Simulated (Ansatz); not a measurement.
Input file:

```
crystal:
  periodic: [false, false, false]
  atoms:
    - { symbol: F, position_ang: [-1.0157, -0.4037, 1.6356] }
    - { symbol: Sn, position_ang: [-0.0114, -0.0891, 0.0153] }
    - { symbol: F, position_ang: [1.7836, -0.6745, 0.3184] }
    - { symbol: F, position_ang: [-0.7015, -1.1003, -1.4486] }
    - { symbol: Cl, position_ang: [-0.0051, 2.194, -0.5621] }
basis:
  gaussian:
    orbitals: def2-SVPD
hamiltonian:
  xc:
    name: SVWN5
output:
  orbitals: {}
```

Launched as:

```sh
python energy_clf3sn.py
```

Core potentials replace the inner electrons of Sn.

Level of theory: SCF SVWN5, Gaussian basis in Ansatz.

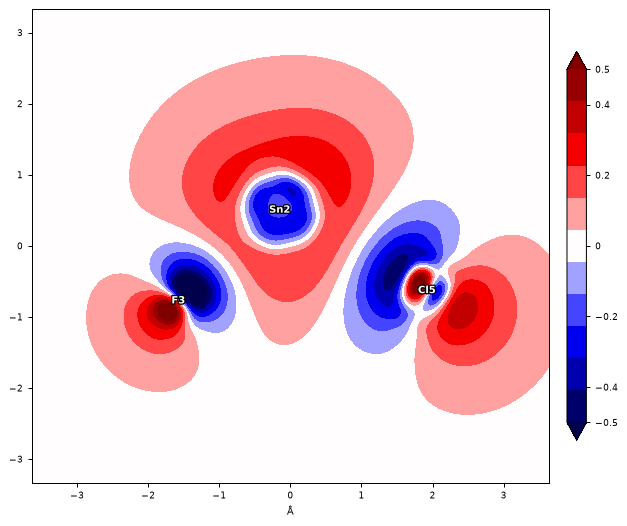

ClF3Sn (SMILES [F][Sn]([F])([F])[Cl]). The LUMO on the plane of atoms F3, Sn2 and Cl5 (values in Å⁻³ᐟ²; the overall sign is arbitrary).

Q: Where does this orbital lie, and at what energy?

A: It lies mainly on Sn2 (about 40 %), Cl5 (about 20 %), F1 (about 15 %), F4 (about 10 %) and F3 (about 10 %). Its energy is −5.52 eV.
